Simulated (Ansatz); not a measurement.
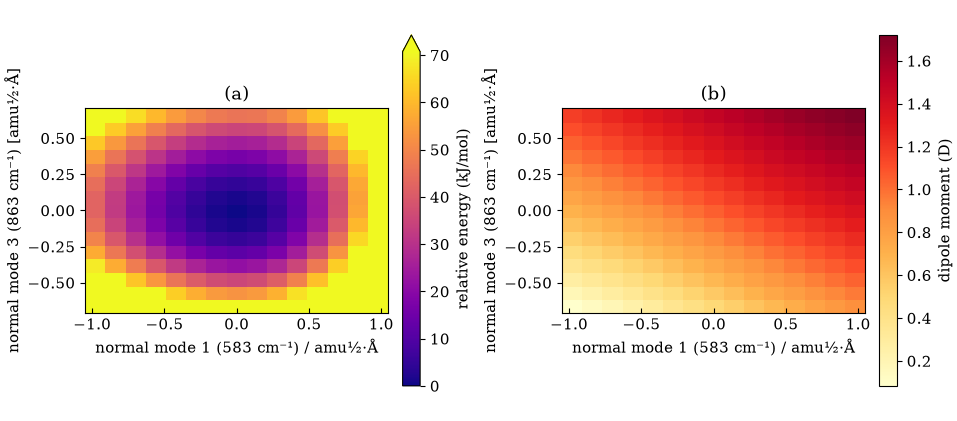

OS₂, SMILES o1ss1. First axis: normal mode 1 (583 cm⁻¹). Second axis: normal mode 3 (863 cm⁻¹). Nothing is relaxed (straight displacements along the two mass-weighted modes). The grid has 15 × 15 points. Energies are in kJ/mol, from the lowest grid point. Level of theory: RKS PBE0-D4/def2-TZVP in Ansatz 0.2.0.

Panel (a) is the energy; panel (b) is the computed dipole moment, in D.

The picture shows one coloured cell a grid point, one colour for all values above the top of the scale.

> How does the dipole moment vary over the map, and what is it at the lowest grid point?

Leaving out the highest fifth of the energies, it runs from 0.33 D at normal mode 1 (583 cm⁻¹) = −0.84 amu½·Å, normal mode 3 (863 cm⁻¹) = −0.473 amu½·Å to 1.63 D at normal mode 1 (583 cm⁻¹) = 0.56 amu½·Å, normal mode 3 (863 cm⁻¹) = 0.662 amu½·Å. At the lowest grid point, normal mode 1 (583 cm⁻¹) = 0.00 amu½·Å, normal mode 3 (863 cm⁻¹) = 0.000 amu½·Å, it is 1.05 D.
